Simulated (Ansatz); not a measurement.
# 1,3,5-triphenylbenzene (C₂₄H₁₈): one molecule under many settings, part 2 of 2

Ansatz 0.2.0, Gaussian basis; the settings change from run to run.

### Step 4. SPW92/6-31G*

Options: unrestricted orbitals, the search for lower states set to off.

Contents of in.yaml:

```yaml
crystal:
  periodic: [false, false, false]
  atoms:
    - {symbol: C, position_ang: [5.733215, -0.052827, 0.275027]}
    - {symbol: C, position_ang: [5.071135, 0.943929, -0.458899]}
    - {symbol: C, position_ang: [3.671628, 0.957215, -0.528688]}
    - {symbol: C, position_ang: [2.901877, -0.026847, 0.131426]}
    - {symbol: C, position_ang: [1.418711, -0.013018, 0.054395]}
    - {symbol: C, position_ang: [0.688986, -1.217563, -0.001572]}
    - {symbol: C, position_ang: [-0.719414, -1.222933, -0.055999]}
    - {symbol: C, position_ang: [-1.471089, -2.501483, -0.134823]}
    - {symbol: C, position_ang: [-0.967123, -3.597370, -0.871271]}
    - {symbol: C, position_ang: [-1.676835, -4.803421, -0.944944]}
    - {symbol: C, position_ang: [-2.906192, -4.942146, -0.281727]}
    - {symbol: C, position_ang: [-3.419190, -3.862990, 0.454992]}
    - {symbol: C, position_ang: [-2.710239, -2.656349, 0.526390]}
    - {symbol: C, position_ang: [-1.398343, 0.012548, -0.052533]}
    - {symbol: C, position_ang: [-0.699398, 1.235605, 0.001664]}
    - {symbol: C, position_ang: [-1.430750, 2.528010, 0.003423]}
    - {symbol: C, position_ang: [-0.912097, 3.657199, -0.669497]}
    - {symbol: C, position_ang: [-1.602200, 4.876721, -0.668640]}
    - {symbol: C, position_ang: [-2.827057, 4.995558, 0.006708]}
    - {symbol: C, position_ang: [-3.355142, 3.882992, 0.680388]}
    - {symbol: C, position_ang: [-2.665061, 2.663453, 0.677972]}
    - {symbol: C, position_ang: [0.709027, 1.205044, 0.054177]}
    - {symbol: C, position_ang: [3.582938, -1.024497, 0.865046]}
    - {symbol: C, position_ang: [4.982341, -1.036879, 0.937018]}
    - {symbol: H, position_ang: [6.832365, -0.063190, 0.330393]}
    - {symbol: H, position_ang: [5.650845, 1.714753, -0.989605]}
    - {symbol: H, position_ang: [3.163204, 1.727668, -1.128006]}
    - {symbol: H, position_ang: [1.230654, -2.174745, -0.002920]}
    - {symbol: H, position_ang: [-0.017139, -3.489949, -1.416835]}
    - {symbol: H, position_ang: [-1.270051, -5.640175, -1.533428]}
    - {symbol: H, position_ang: [-3.463105, -5.889748, -0.338431]}
    - {symbol: H, position_ang: [-4.377816, -3.964376, 0.986596]}
    - {symbol: H, position_ang: [-3.108447, -1.825166, 1.127907]}
    - {symbol: H, position_ang: [-2.493991, 0.023882, -0.147924]}
    - {symbol: H, position_ang: [0.034125, 3.566981, -1.224410]}
    - {symbol: H, position_ang: [-1.183867, 5.740280, -1.208208]}
    - {symbol: H, position_ang: [-3.368943, 5.953442, 0.008171]}
    - {symbol: H, position_ang: [-4.310302, 3.967907, 1.221128]}
    - {symbol: H, position_ang: [-3.074293, 1.804760, 1.231625]}
    - {symbol: H, position_ang: [1.263501, 2.149960, 0.150846]}
    - {symbol: H, position_ang: [3.002491, -1.784764, 1.409731]}
    - {symbol: H, position_ang: [5.491059, -1.817474, 1.523346]}
basis:
  gaussian: {orbitals: "6-31G*"}
magnetization: {spin_polarized: true, initial_magnetization: 0}
hamiltonian: {xc: {name: SPW92}}
scf: {lower_state_search: off}
```

Started as:

```bash
ansatz run in.yaml --threads 2 --pin off --events-out ev --progress --plain --max-ram 22528MiB --backend cuda --devices 0, --max-vram 18GiB
```

What it wrote, shortened:

```text
Functional definition: SPW92
  name "SPW92"
  cite "Dirac, Proc. Camb. Phil. Soc. 26, 376 (1930) doi:10.1017/S0305004100016108"
  cite "Slater, Phys. Rev. 81, 385 (1951) doi:10.1103/PhysRev.81.385"
  cite "Perdew & Wang, Phys. Rev. B 45, 13244 (1992) doi:10.1103/PhysRevB.45.13244"
[...]
4680 factors; their error is unknown
[...]
mean field -24950.33362462 eV, -916.9078487614 hartree, gradient 5.9e-6 eV, S^2 0.000000; 0 other end points of the search recorded, 0 dependent functions left out
reference -24950.33367676 eV, -916.9078506772 hartree; 81, 81 occupied and 315, 315 virtual orbitals, 4680 factors
Total energy: -24950.33367676 eV, -916.9078506772 hartree
Checks for a lower state left out: stability, starts, cluster_reference, orbital_swaps, neighbouring_geometries, increment
```

Wall time 7.5 s (1 × H100 (card shared with other runs) with 2 threads of AMD EPYC 7R13, shared host).

⟨S²⟩ 0.000.

### Step 5. MP2/def2-SVPD

Options: density fitting with def2-universal-jkfit, finite nuclei.

Edit in.yaml of step 4 so:

```diff
@@ -46,5 +46,6 @@
 basis:
-  gaussian: {orbitals: "6-31G*"}
-magnetization: {spin_polarized: true, initial_magnetization: 0}
-hamiltonian: {xc: {name: SPW92}}
-scf: {lower_state_search: off}
+  gaussian: {orbitals: def2-SVPD, fitting: {mean_field: def2-universal-jkfit}, nuclear_model: gaussian}
+hamiltonian: {xc: {name: HF}}
+correlation: {method: mp2}
+scf: {omitted_lower_state_checks: [starts]}
+output: {forces: true}
```

The command is unchanged.

What it wrote, shortened:

```text
Functional definition: HF
  name "HF"
  cite "Fock, Z. Phys. 61, 126 (1930) doi:10.1007/BF01340294"
  parent pbe
[...]
2124 factors; integrals over basis functions are off by at most 2.2e-1 eV
[...]
mean field -24998.71178696 eV, -918.6857134354 hartree, gradient 2.0e-6 eV, S^2 0.000000; 0 other end points of the search recorded, 0 dependent functions left out; unrestricted orbitals would lower it
24 core orbitals not correlated: weight in the atoms' cores, before any rotation towards them, 1.000 or more for the frozen orbitals, at most 0.000 for the correlated occupied ones
reference -24998.71178696 eV, -918.6857134354 hartree; 57, 57 occupied and 543, 543 virtual orbitals, 2124 factors
second order -88.71704543 eV of doubles, -0.00000000 eV of singles
[...]
Total energy: -25087.42883239 eV, -921.9460047204 hartree
[...]
Atom 33 at    -2.493991     0.023882    -0.147924 Å, force     0.263248    -0.002255     0.003424 eV/Å
Atom 34 at     0.034125     3.566981    -1.224410 Å, force    -0.249312     0.012835     0.132859 eV/Å
Atom 35 at    -1.183867     5.740280    -1.208208 Å, force    -0.115119    -0.232574     0.147355 eV/Å
Atom 36 at    -3.368943     5.953442     0.008171 Å, force     0.153981    -0.272773    -0.000818 eV/Å
Atom 37 at    -4.310302     3.967907     1.221128 Å, force     0.259636    -0.020719    -0.147904 eV/Å
Atom 38 at    -3.074293     1.804760     1.231625 Å, force     0.116886     0.219938    -0.132298 eV/Å
Atom 39 at     1.263501     2.149960     0.150846 Å, force    -0.133736    -0.226466    -0.003699 eV/Å
Atom 40 at     3.002491    -1.784764     1.409731 Å, force     0.148395     0.212104    -0.128684 eV/Å
Atom 41 at     5.491059    -1.817474     1.523346 Å, force    -0.137321     0.212022    -0.161367 eV/Å
Dipole moment:     0.001414    -0.002460     0.000013 e Å
Checks for a lower state left out: starts
```

It took 25 s on 1 × H100 (card shared with other runs) with 2 threads of AMD EPYC 7R13, shared host; peak host memory 2.5 GiB.

Largest force 0.315 eV/Å, dipole 0.01 D.

### Step 6. The runs in one table

```
             level  charge  multiplicity  geometry  functions  energy (eV)   time
   r2SCANh/cc-pVDZ       0             1   relaxed        426   -25168.325  7.5 s
r2SCANh/cc-pVTZ-DK       0             1    shaken        972   -25169.243   26 s
      SPW92/6-31G*       0             1   relaxed        396   -24950.334  7.5 s
     MP2/def2-SVPD       0             1   relaxed        624   -25087.429   25 s
```

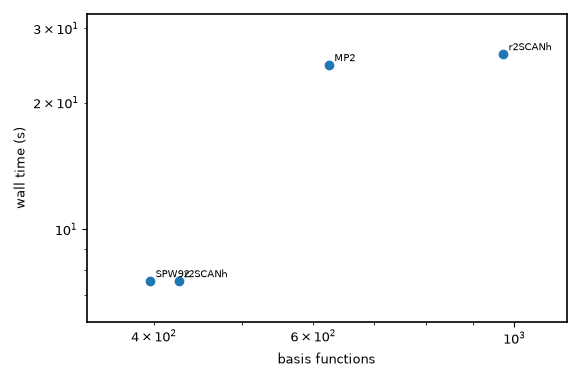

Wall time against the number of basis functions (shared host).

### Step 7. What came out

This closing draws on all 2 parts.

| quantity | value |
| --- | --- |
| runs | 4 |
| quickest | r2SCANh/cc-pVDZ, 7.5 s |
| slowest | r2SCANh/cc-pVTZ-DK, 26 s |
| spread of total energies, same state and geometry | 218.0 eV |
| dipole, same state and geometry | 0.01 to 0.03 D |

**Reading.** r2SCANh/cc-pVTZ-DK took 3 times as long as r2SCANh/cc-pVDZ. The jobs differ in tasks and options as well as level. The totals spread over 218 eV; they can't be compared across methods or bases. At the PBE-D4/def2-SVP geometry and in the same state, runs without warnings or point charges leave forces up to 0.34 eV/Å (r2SCANh/cc-pVDZ), against 21.1 eV/Å where the atoms were moved.
